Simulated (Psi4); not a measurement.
# CH2NSi (SMILES N#C[SiH2]): a first try and a second

Wanted: a geometry optimisation of CH2NSi, UEDF2/3-21G (density fitting).

The results are computed with Psi4 1.11.

2 further runs of the same task are left out: 1 that didn't finish, 1 set aside as unsound or not needed.

### Step 1. The system as given

CH2NSi has 5 atoms, charge 0, and is taken as a doublet. As SMILES, `N#C[SiH2]`. All atoms were displaced at random from a relaxed shape. The run starts from this shape.

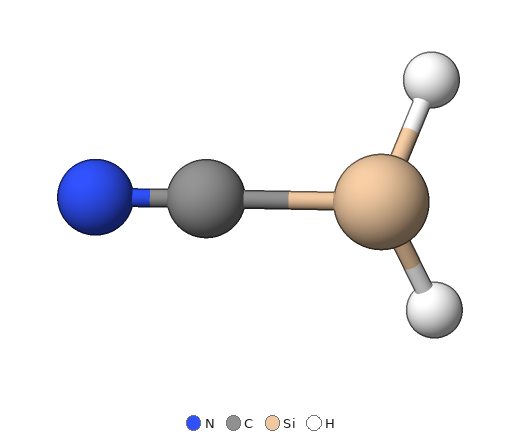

Viewed from a chosen angle; nitrogen blue, carbon grey, silicon light orange, hydrogen white.

### Step 2. First attempt

The input, job.inp:

```
memory 1600 mb

molecule m {
  0 2
  N      1.030160    -1.187398     1.596916
  C      0.564067    -0.606996     0.698204
  Si    -0.105051     0.268929    -0.792867
  H     -1.420378    -0.141347    -1.077727
  H     -0.009630     1.744714    -0.511829
  symmetry c1
}

set basis 3-21G
set reference uks
set geom_maxiter 2
set g_convergence molpro

e_tot, wfn = opt("edf2", return_wfn=True)
```

Started as:

```sh
$ psi4 -n 1 job.inp job.out
```

job.out:

```text
Psi4 1.11 release

gradient() will perform analytic gradient computation.

   => Loading Basis Set <=

    Name: 3-21G
    Role: ORBITAL
    Keyword: BASIS

         ---------------------------------------------------------
                                   SCF
                              UKS Reference
                        1 Threads,   1525 MiB Core
         ---------------------------------------------------------

  ==> Geometry <==

    Molecular point group: c1
    Full point group: C1

    Geometry (in Angstrom), charge = 0, multiplicity = 2:

[... 158 lines left out ...]
   @DF-UKS iter   8:  -381.36970410805827   -1.20022e-06   9.01014e-06 DIIS
[... 18 lines left out ...]
   @S   Expected:                5.000000000E-01
[... 82 lines left out ...]
 Dipole X            :          1.4126651           -1.9145398           -0.5018748
[... 375 lines left out ...]
   @DF-UKS iter   1:  -381.37253593473326   -1.20664e-02   3.69871e-04 DIIS/ADIIS
[... 10 lines left out ...]
  Energy and wave function converged.
[... 67 lines left out ...]
    DFT Exchange-Correlation Energy =     -28.1944984335426589
[... 196 lines left out ...]
	  Convergence Criteria     1.00e-06 *    3.00e-04 *             o    3.00e-04 *             o
[... 25 lines left out ...]
PsiException: Could not converge geometry optimization in 2 iterations.

psi4.driver.p4util.exceptions.OptimizationConvergenceError: Could not converge geometry optimization in 2 iterations.

Printing out the relevant lines from the Psithon --> Python processed input file:
    core.IO.set_default_namespace("m")
    core.set_global_option("BASIS", "3-21G")
    core.set_global_option("REFERENCE", "uks")
    core.set_global_option("GEOM_MAXITER", 2)
    core.set_global_option("G_CONVERGENCE", "molpro")
--> e_tot, wfn = opt("edf2", return_wfn=True)

!------------------------------------------------------------!
!                                                            !
!  Could not converge geometry optimization in 2 iterations. !
!                                                            !
!------------------------------------------------------------!

    Psi4 run time: 0:00:11.03
```

Wall time 12 s (1 thread of AMD EPYC 7B13 (Zen 3), shared host); peak memory 0.33 GiB.

### Step 3. Diagnosis

The run stopped without converging.

The log says `Could not converge geometry optimization in 2 iterations.`. What is wrong: few geometry steps. Among its listed settings the sound run differs in this, and the input shows the rest: geom maxiter 50 in place of 2.

### Step 4. Try two

The input, input.in:

```
memory 1600 MB

molecule mol {
  0 2
  N      1.030160    -1.187398     1.596916
  C      0.564067    -0.606996     0.698204
  Si    -0.105051     0.268929    -0.792867
  H     -1.420378    -0.141347    -1.077727
  H     -0.009630     1.744714    -0.511829
  symmetry c1
}

set {
  basis 3-21G
  reference uks
  geom_maxiter 50
  g_convergence molpro
}

E = optimize('edf2')
```

Started as:

```sh
$ psi4 -n 1 input.in input.out
```

input.out:

```text
[...]
  Running in c1 symmetry.
[...]
  Nuclear repulsion =   74.909689520140731
[...]
  Multiplicity = 2
[...]
  Nalpha       = 15
  Nbeta        = 14
[...]
    Number of basis functions: 35
[...]
   @DF-UKS iter   1:  -381.27346778146244   -4.98165e-01   1.20307e-02 DIIS/ADIIS
[...]
   @DF-UKS iter   8:  -381.37273618665853   -1.36424e-12   8.22627e-09 DIIS
[...]
   @S^2 Observed:                7.535775623E-01
[...]
  @DF-UKS Final Energy:  -381.37273618665853
   => Energetics <=
    Nuclear Repulsion Energy =             74.8212041057261814
    One-Electron Energy =                -673.1794528115514140
    Two-Electron Energy =                 245.1811355060354458
    DFT Exchange-Correlation Energy =     -28.1956229868687913
    Empirical Dispersion Energy =           0.0000000000000000
    VV10 Nonlocal Energy =                  0.0000000000000000
    Total Energy =                       -381.3727361866585284
[...]
 Multipole Moments:
 ------------------------------------------------------------------------------------
     Multipole            Electronic (a.u.)      Nuclear  (a.u.)        Total (a.u.)
 ------------------------------------------------------------------------------------
 L = 1.  Multiply by 2.5417464519 to convert [e a0] to [Debye]
 Dipole X            :          1.5003939           -1.9550528           -0.4546588
 Dipole Y            :         -1.3668614            1.9789505            0.6120891
 Dipole Z            :          0.8533178           -1.8026652           -0.9493474
 Magnitude           :                                                    1.2176322
[...]
  -Total Gradient:
     Atom            X                  Y                   Z
    ------   -----------------  -----------------  -----------------
       1        0.000077110518    -0.000002150349    -0.000026702074
       2       -0.000134889801    -0.000014410816     0.000031437400
       3        0.000060923286     0.000017137481     0.000000776785
       4        0.000001577049     0.000001026302     0.000006651795
       5       -0.000012933987     0.000007389125    -0.000021771750
[...]
    Final optimized geometry and variables:
    Molecular point group: c1
    Full point group: C1
    Geometry (in Angstrom), charge = 0, multiplicity = 2:
    N            0.713475150641    -0.950687615006     1.457678795561
    C            0.262147182704    -0.356719221014     0.559085685669
    SI          -0.394836688473     0.553372089537    -0.901054301682
    H           -1.767360713547     0.071575995606    -1.227905614285
    H           -0.306704162546     2.023558891263    -0.669529172428
    Psi4 run time: 0:00:22.31
[...]
```

On the terminal:

```text
Optimizer: Optimization complete!
```

Run time: 24 s. Hardware: 1 thread of AMD EPYC 7B13 (Zen 3), shared host; peak memory 0.33 GiB.

Steps, from the record of the run:

```
step  energy from the first frame kept (eV)  largest force (eV/Å)
   0                                 0.0000                2.0728
   1                                -0.0815                0.1150
   2                                -0.0824                0.0306
   3                                -0.0825                0.0153
   4                                -0.0825                0.0072
```

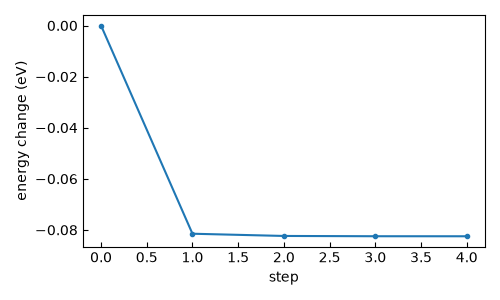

Energy along the run.

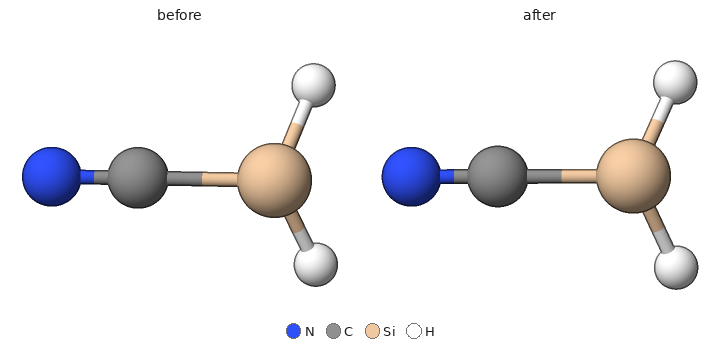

Before and after, at one scale.

After the run. Bond lengths: N1–C2 1.168 Å, C2–Si3 1.842 Å, Si3–H4 1.491 Å, Si3–H5 1.491 Å. Angles: N1–C2–Si3 177.7°, C2–Si3–H4 110.0°, C2–Si3–H5 110.1°, H4–Si3–H5 114.0°.

### Step 5. Summary of results

At UEDF2/3-21G (density fitting):

| quantity | value |
| --- | --- |
| total energy at the end | -381.37274 Eh |
| dipole moment | 3.09 D |
| HOMO energy (highest over α and β) | -6.59 eV |
| LUMO energy (lowest over α and β) | -3.83 eV |
| ⟨S²⟩ | 0.754 |

What this shows: The optimisation took 5 steps and changed the energy by -0.082 eV.
